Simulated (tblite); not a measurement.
**Run report: C3H10FPSi, molecular dynamics (part 3 of 3)**

The same run, continued: C3H10FPSi, SMILES FCCC[SiH2]P; GFN2-xTB Langevin dynamics, gas phase (tblite 0.8.0). 

Geometry of the input (Å):
```
F  -3.1523  -0.1066  0.3409
C  -2.3453  0.5680  -0.5460
C  -0.9292  0.6796  0.0010
C  -0.2623  -0.6842  0.1502
Si 1.5114  -0.5458  0.8325
P  2.5722  0.9653  -0.4440
H  -2.3743  0.0023  -1.4837
H  -2.7990  1.5543  -0.6895
H  -0.3510  1.3083  -0.6814
H  -0.9698  1.1790  0.9711
H  -0.2545  -1.1841  -0.8211
H  -0.8639  -1.3029  0.8161
H  1.5069  -0.0159  2.2007
H  2.1342  -1.8762  0.8311
H  3.8327  0.6778  0.0429
H  2.7367  0.1251  -1.5323
```

**Trajectory as extended XYZ, continued**
```
16
Properties=species:S:1:pos:R:3:forces:R:3 step=29 time_fs=725.0 energy=-557.21826 temperature=200.7
F    -3.4331   -0.2857    0.8869   -0.5020  -0.4043   0.0208
C    -2.7609    0.8609    0.5464    1.1144  -1.5106   0.0586
C    -1.3353    0.7066    1.0898    0.6339   0.5070  -0.1699
C    -0.6542   -0.5514    0.4426   -0.2066   0.4197   0.5390
Si    1.0678   -0.6658    1.2939    0.2312   0.3816  -0.1681
P     2.6856   -0.2647   -0.2054    0.1978  -0.6079  -0.5369
H    -2.7153    0.8496   -0.5519   -0.2000   0.3770   0.1754
H    -3.3295    1.6380    0.9880   -0.3657   1.0798   0.1745
H    -0.7913    1.6578    0.8309   -0.2520  -0.9322  -0.1257
H    -1.2429    0.6779    2.2021   -0.6632  -0.3174  -0.7776
H    -0.5791   -0.3755   -0.6361    0.1501   0.0042   0.1598
H    -1.2718   -1.4801    0.5410    0.3916   0.9207   0.2691
H     1.2100    0.5228    2.1891   -0.0845  -0.4914  -0.0031
H     1.4874   -1.9336    1.8861   -0.3359  -0.0576   0.2766
H     3.6917   -0.0239    0.6851    0.1219   0.2686   0.3487
H     3.1049   -1.6034   -0.2452   -0.2312   0.3627  -0.2412
16
Properties=species:S:1:pos:R:3:forces:R:3 step=30 time_fs=750.0 energy=-557.33137 temperature=265.4
F    -3.4603   -0.3201    0.8641    0.4477   1.2977  -0.5737
C    -2.7635    0.9284    0.6514   -0.2337  -2.0569   0.8012
C    -1.3793    0.7239    1.1978    1.2440  -0.1715   0.5842
C    -0.6204   -0.4447    0.5377   -0.3165   0.7039  -0.9722
Si    1.0771   -0.7429    1.3219   -0.2825  -1.1511  -0.0811
P     2.7170   -0.2850   -0.1433    0.0885   0.0551   0.3029
H    -2.7436    1.1322   -0.4127   -0.3468   0.0244  -0.0756
H    -3.2956    1.6137    1.2828   -0.4524   0.6307  -0.1322
H    -0.8091    1.6643    1.1307   -0.1322  -0.2257  -0.3804
H    -1.3891    0.5174    2.2765   -0.4420  -0.0748  -0.1365
H    -0.5655   -0.2378   -0.5485    0.2030   0.0325   0.3431
H    -1.2093   -1.3502    0.5874   -0.2855  -0.1169   0.2752
H     1.1575    0.2109    2.3972    0.2559   0.3246   0.5008
H     0.9814   -2.1506    1.9106    0.3066   0.7501  -0.2931
H     3.5961   -0.0798    0.9083    0.1031   0.1456  -0.1217
H     3.2248   -1.5542   -0.3255   -0.1572  -0.1676  -0.0409
16
Properties=species:S:1:pos:R:3:forces:R:3 step=31 time_fs=775.0 energy=-557.23281 temperature=156.6
F    -3.4943   -0.2902    0.7958    0.5639   0.9989   0.0221
C    -2.7706    0.9310    0.7534   -1.5625  -0.3666   1.8824
C    -1.4002    0.7753    1.3201    1.0125  -1.0590  -0.6877
C    -0.6428   -0.3537    0.5916    1.6044   1.6587   0.4693
Si    1.0676   -0.8159    1.3665    0.2552   1.0399   0.7344
P     2.7282   -0.3304   -0.0702   -0.1524   0.8130  -0.2847
H    -2.7495    1.2181   -0.2733   -0.2314   0.3973  -0.6318
H    -3.3138    1.6344    1.4717    0.1351  -0.6143  -1.2865
H    -0.8818    1.6952    1.1653    0.3840   0.7685  -0.0269
H    -1.4088    0.5653    2.3668   -0.2193  -0.1804   0.7432
H    -0.5088   -0.0618   -0.4421    0.1413   0.1317  -0.3463
H    -1.2408   -1.1911    0.5876   -1.3288  -1.9272   0.0786
H     1.3982   -0.1168    2.7035   -0.3938  -0.3179  -0.8793
H     1.2362   -2.2123    1.6556   -0.2118  -0.6756   0.1470
H     3.7406    0.0011    0.8156   -0.2103  -0.1365   0.0681
H     3.1533   -1.6087   -0.2099    0.2140  -0.5305  -0.0021
16
Properties=species:S:1:pos:R:3:forces:R:3 step=32 time_fs=800.0 energy=-557.26718 temperature=196.4
F    -3.4593   -0.1954    0.7492   -0.3721  -0.6268  -0.0030
C    -2.8125    0.9829    0.8327    0.7193   1.2213   0.2683
C    -1.3908    0.7848    1.4529   -0.5889  -1.1270  -0.5878
C    -0.5990   -0.2600    0.6412   -0.9656  -0.8328   0.7549
Si    1.0254   -0.8857    1.4150   -0.4623  -0.7109  -1.5063
P     2.7036   -0.3400   -0.0269   -0.4894   0.3132   0.8048
H    -2.7066    1.3720   -0.2183   -0.1725  -0.1816   0.8249
H    -3.4757    1.6651    1.4584    0.8118  -0.5715  -0.6633
H    -0.8531    1.7044    1.4008    0.1458   0.7208   0.3164
H    -1.4569    0.3795    2.4667   -0.2046   0.4584  -0.0376
H    -0.4462    0.1061   -0.3437    0.0834   0.2571  -0.9231
H    -1.2464   -1.1658    0.5813    0.2837   0.5944  -0.2243
H     1.1653   -0.2041    2.6328    0.3712   0.6522   1.3413
H     0.7722   -2.3262    1.6817    0.3455   0.2306  -0.0219
H     3.4426   -0.0891    1.1347    0.3063  -0.1384  -0.4878
H     3.1695   -1.6144   -0.2205    0.1882  -0.2589   0.1445
16
Properties=species:S:1:pos:R:3:forces:R:3 step=33 time_fs=825.0 energy=-557.25643 temperature=183.4
F    -3.4200   -0.1033    0.7489   -0.6211  -0.7382  -0.0864
C    -2.7513    1.0509    0.8880    0.8864   1.4690  -0.7250
C    -1.3905    0.7762    1.5541   -0.2374   0.1791  -0.1929
C    -0.6263   -0.1623    0.6398   -0.9028  -1.2385  -0.1744
Si    0.9380   -0.8756    1.4487    0.7458  -0.0736   0.7905
P     2.6224   -0.3744    0.0610   -0.2986   0.1996  -0.9455
H    -2.5972    1.4810   -0.1719   -0.2085  -0.4944   1.3092
H    -3.3860    1.7347    1.4711    0.1237  -0.0727  -0.0814
H    -0.7985    1.6990    1.6370   -0.4681  -0.1527   0.3095
H    -1.5460    0.3070    2.5309   -0.0360   0.2734  -0.0872
H    -0.3310    0.4332   -0.2092    0.1201  -0.0422  -0.5998
H    -1.3843   -0.9544    0.2804    1.3696   0.8629   0.4401
H     1.3003   -0.2691    2.7781   -0.3281  -0.0148  -0.4487
H     1.0376   -2.3075    1.7600   -0.3338  -0.0407  -0.1399
H     3.6422    0.0394    0.8762    0.0625  -0.3183   0.3474
H     3.0656   -1.6664   -0.1715    0.1263   0.2021   0.2845
16
Properties=species:S:1:pos:R:3:forces:R:3 step=34 time_fs=850.0 energy=-557.35179 temperature=195.9
F    -3.4333   -0.0588    0.7665    0.1718   0.8569  -0.1549
C    -2.7022    1.1337    0.9314   -0.8821  -0.6297  -0.0547
C    -1.4082    0.7657    1.5623    1.1887   0.8163   0.2231
C    -0.5657   -0.0740    0.6272   -0.4753   0.1055  -0.7104
Si    0.9095   -0.8910    1.4725    0.0568   0.8646   0.3310
P     2.5926   -0.4520    0.0841   -0.0242  -0.3847  -0.4310
H    -2.5876    1.6140   -0.0278   -0.0226  -0.0768  -0.5649
H    -3.2961    1.7733    1.5675   -0.3809   0.1900   0.3193
H    -0.8407    1.6794    1.8439   -0.4405  -0.4307   0.0073
H    -1.6395    0.1902    2.4340    0.0086  -0.2343   0.7493
H    -0.3106    0.5751   -0.2558   -0.1244  -0.8937   0.5896
H    -1.2394   -0.8942    0.3406    0.2565   0.2595  -0.5381
H     1.0893   -0.1245    2.7534    0.0891  -0.4037  -0.3282
H     0.6342   -2.2791    1.7474    0.0135  -0.4353   0.1538
H     3.3536   -0.1169    1.1600    0.6140  -0.0126   0.2021
H     3.0856   -1.7609   -0.0386   -0.0490   0.4087   0.2067
16
Properties=species:S:1:pos:R:3:forces:R:3 step=35 time_fs=875.0 energy=-557.24285 temperature=129.7
F    -3.4438    0.0085    0.6863    0.1679   0.6996   0.2301
C    -2.7116    1.1474    1.0539   -1.4822  -0.3342  -0.0489
C    -1.4032    0.7420    1.5838    1.4629  -0.6738  -0.3395
C    -0.5971   -0.0873    0.5280    1.1803   2.6259   1.1090
Si    0.8294   -0.9021    1.4677    0.5896  -1.2200  -0.7388
P     2.6053   -0.5308    0.0723   -0.1424  -0.8473  -0.0289
H    -2.5640    1.7313    0.1824   -0.0698   0.5229  -1.2839
H    -3.3360    1.7420    1.7336    0.0057  -0.3295   0.1888
H    -0.8067    1.6275    1.7999   -0.1297   0.0114   0.3279
H    -1.5376    0.1379    2.4665    0.0184  -0.1055   0.4199
H    -0.1997    0.6536   -0.2362   -0.4922  -0.9501   0.5982
H    -1.2159   -0.7843    0.0794   -1.1371  -1.1931  -0.9458
H     1.1878   -0.3731    2.7523    0.0215   0.4448   0.6011
H     0.5033   -2.3577    1.7926    0.1909   0.7280  -0.3098
H     3.5417   -0.1676    1.0034    0.0796   0.1659   0.3253
H     3.0886   -1.8541    0.1082   -0.2635   0.4550  -0.1046
16
Properties=species:S:1:pos:R:3:forces:R:3 step=36 time_fs=900.0 energy=-557.29080 temperature=200.7
F    -3.4332    0.0804    0.6927   -0.8579  -0.8636  -0.2603
C    -2.7794    1.1667    1.1101    0.1783   2.1139  -0.3339
C    -1.4034    0.7798    1.5566    0.7404  -2.0841  -0.0071
C    -0.5648   -0.0605    0.5032   -1.7730   0.4473   0.6992
Si    0.8378   -0.9634    1.3665    0.1456   0.7364   0.6079
P     2.6003   -0.5785    0.0793    0.9548  -0.4684   0.2568
H    -2.7571    1.8947    0.2659   -0.0181  -0.3564   0.1620
H    -3.3515    1.6602    1.9333    0.2008  -0.4613  -0.3303
H    -0.7983    1.6208    1.8714   -0.1885   0.0365   0.2332
H    -1.6159    0.0508    2.3753    0.5556   0.7101  -0.0861
H    -0.2882    0.5925   -0.3011    0.3638   0.3180  -0.3898
H    -1.2291   -0.8224    0.0647    0.0403   0.3192   0.1266
H     0.9478   -0.3469    2.7293    0.1599  -0.2700  -0.3786
H     0.4991   -2.3476    1.5227   -0.0791  -0.6699   0.1204
H     3.4695   -0.4139    1.1570   -0.1307   0.3198  -0.1618
H     3.0531   -1.9016    0.0383   -0.2922   0.1726  -0.2582
16
Properties=species:S:1:pos:R:3:forces:R:3 step=37 time_fs=925.0 energy=-557.32214 temperature=200.4
F    -3.4893    0.1547    0.7191   -0.0478  -0.5751  -0.0569
C    -2.7393    1.2108    1.1120   -0.0845   2.1430  -1.0256
C    -1.3478    0.8230    1.5722   -0.2335  -1.1816   0.6182
C    -0.6427   -0.0275    0.5076   -1.3408  -0.6961  -0.2426
Si    0.7984   -0.9988    1.2722    0.6079  -0.3734  -0.3372
P     2.6383   -0.5994   -0.0051   -0.1379   0.8924   0.2203
H    -2.6972    1.9190    0.1895   -0.0049  -0.9185   1.2142
H    -3.3305    1.7114    1.9018    0.2991  -0.0305  -0.1607
H    -0.6955    1.6755    1.7863   -0.5335  -0.0127   0.1291
H    -1.5005    0.2169    2.5042    0.3216   0.4906  -0.5843
H    -0.3801    0.6631   -0.2703    0.5988   0.2357  -0.5089
H    -1.4070   -0.7081   -0.0059    0.9469   0.5636   0.8835
H     1.1603   -0.5579    2.6224   -0.1531   0.0846   0.0907
H     0.5458   -2.4573    1.3521   -0.0626   0.2728  -0.0339
H     3.5309   -0.2648    1.0253   -0.3580  -0.1486  -0.2430
H     3.0999   -1.8628   -0.0732    0.1823  -0.7464   0.0372
16
Properties=species:S:1:pos:R:3:forces:R:3 step=38 time_fs=950.0 energy=-557.24129 temperature=176.3
F    -3.5160    0.2817    0.7151   -0.2559  -0.0458  -0.0930
C    -2.7560    1.3551    1.0815    0.6051   1.1495  -2.1285
C    -1.4334    0.8504    1.6120    0.5721  -0.0815   0.9762
C    -0.6732    0.0196    0.5967   -0.9787   0.8297  -1.9750
Si    0.7980   -1.0181    1.1783   -0.0401  -0.1957   0.2699
P     2.6481   -0.6272   -0.0900   -0.9110   0.7654   0.1532
H    -2.6068    2.0136    0.0999   -0.2528  -1.1743   1.6214
H    -3.3410    1.9338    1.7816   -0.0744   0.1695   0.3608
H    -0.7748    1.6488    1.9800   -0.4031   0.1142  -0.1765
H    -1.6621    0.2294    2.4759   -0.0487  -0.1674   0.1962
H    -0.5138    0.7305   -0.2708    0.6143  -0.6505   0.7516
H    -1.4185   -0.6429    0.1372    0.1598  -0.3244   0.2433
H     0.9606   -0.6694    2.6092    0.1987   0.0160  -0.1241
H     0.4325   -2.4758    1.2437    0.1713   0.4930  -0.1997
H     3.2994   -0.0101    0.9794    0.1120  -0.3841  -0.1816
H     3.0786   -1.8919    0.1198    0.5313  -0.5136   0.3059
16
Properties=species:S:1:pos:R:3:forces:R:3 step=39 time_fs=975.0 energy=-557.38216 temperature=203.9
F    -3.5923    0.4010    0.7078   -0.0176   0.2227  -0.1326
C    -2.7412    1.4312    1.0399    0.3431   0.1330  -0.6698
C    -1.4610    0.8471    1.6217   -0.5426  -0.1306   1.4206
C    -0.7070    0.0980    0.5756    0.6958   0.2470  -0.9324
Si    0.7624   -1.0104    1.1799    0.4013   1.0256  -0.4967
P     2.6152   -0.6303   -0.1119   -0.3153  -0.3575  -0.1776
H    -2.4566    1.9820    0.1053   -0.4776  -0.3902   0.4201
H    -3.3086    2.1029    1.6859    0.1262  -0.0581   0.2252
H    -0.8853    1.6414    2.0523    0.4133   0.6089   0.1720
H    -1.6844    0.1607    2.4546   -0.2703   0.1638  -0.1820
H    -0.4099    0.8464   -0.1911    0.2869  -0.4743   0.2862
H    -1.4698   -0.4864    0.0883    0.0085  -0.7236  -0.3529
H     1.2005   -0.7109    2.5464   -0.2436  -0.0212   0.1358
H     0.4659   -2.3977    0.9815   -0.2350  -0.6318   0.0435
H     3.2838    0.2053    0.7637    0.0582  -0.2185   0.1331
H     3.2951   -1.8185    0.2370   -0.2314   0.6046   0.1074
16
Properties=species:S:1:pos:R:3:forces:R:3 step=40 time_fs=1000.0 energy=-557.28142 temperature=216.5
F    -3.6811    0.4829    0.7244    0.2499   0.3791  -0.1411
C    -2.7405    1.4731    1.0254   -0.9818  -2.0680   2.4317
C    -1.4769    0.8055    1.5889    0.1925  -0.2832   0.9143
C    -0.6150    0.1247    0.5007   -0.8349   0.8511   0.6630
Si    0.7895   -0.9786    1.1312   -0.7302  -0.5210   0.6031
P     2.5407   -0.6313   -0.1608    0.5395  -1.2759  -0.1753
H    -2.4869    1.9495    0.1501    0.2609   1.2591  -2.0077
H    -3.2750    2.1257    1.7616    0.5948  -0.3190  -0.4656
H    -0.9702    1.6443    2.0614    0.5015  -0.1077   0.1478
H    -1.6691    0.0381    2.3871   -0.3073   0.8060  -0.7025
H    -0.2280    0.9150   -0.1173    0.3534   0.3526  -0.4589
H    -1.3559   -0.3790   -0.0845   -0.0842  -0.7536  -0.5617
H     0.9316   -0.6618    2.5640    0.1931   0.0716  -0.0076
H     0.4237   -2.4226    1.1438    0.0957   0.3298  -0.1627
H     3.0026    0.4299    0.5351    0.3238   0.5743   0.4440
H     3.3239   -1.5833    0.5795   -0.3669   0.7047  -0.5208
```

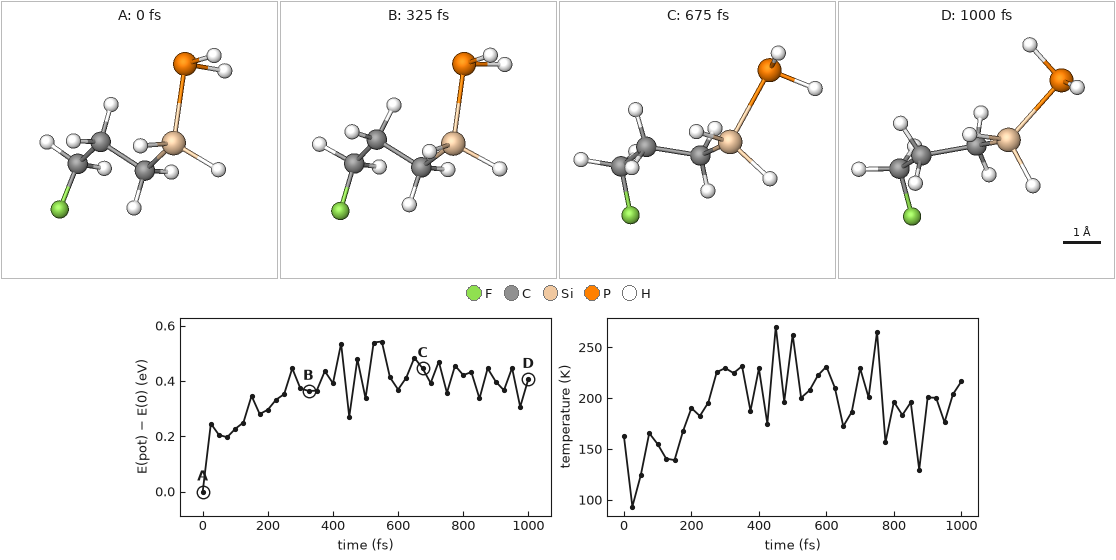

Fig. 1: Frames of the molecular dynamics (ball-and-stick, seen at a tilt) above the curves, on which the letters mark them. The trajectory kept here has 41 frames over 1000 fs. The temperature starts at 163 K, ranges from 93 to 270 K and averages 202 K over the second half. The potential energy ends 0.407 eV above its first value. After an unweighted best fit of the last frame on the first, the root-mean-square displacement is 1.06 Å, and H16 has moved furthest (2.32 Å).

**Key numbers**

```csv
quantity,value
outcome,finished
mean temperature over the second half,202 K
trajectory,"41 frames kept, 1000 fs"
wall time,13 s
peak memory,0.18 GiB
```
